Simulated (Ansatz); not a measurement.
Pressure series in ZrSe2

Start from ZrSe2 in the CdI2 type structure (space group P-3m1, No. 164; a = 3.7351 Å, c = 6.0315 Å; layered, stacked along the Cartesian z axis).

Cell and atoms are relaxed at each pressure.

Level of theory: plane-wave PAW DFT at the PBE-D3(BJ) level (Ansatz, an electronic-structure program, 420 eV), without spin-orbit coupling.

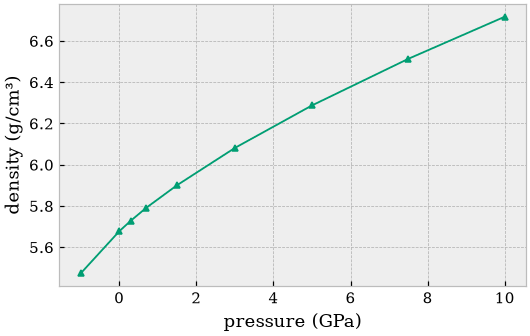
Fig. 1. Density against pressure

### Question
From the plot, what is the density for pressure −1 GPa?

### Answer
About 5.5 g/cm³.

### Question
Is the trend monotonic over the range shown?

### Answer
Yes, it rises throughout, spanning 5.47 g/cm³ to 6.72 g/cm³.

Load acts through the strain it causes; cell and atoms are relaxed under it. No phonon test of stability was made. No other phases were tried under pressure. All final runs are without spin polarisation.
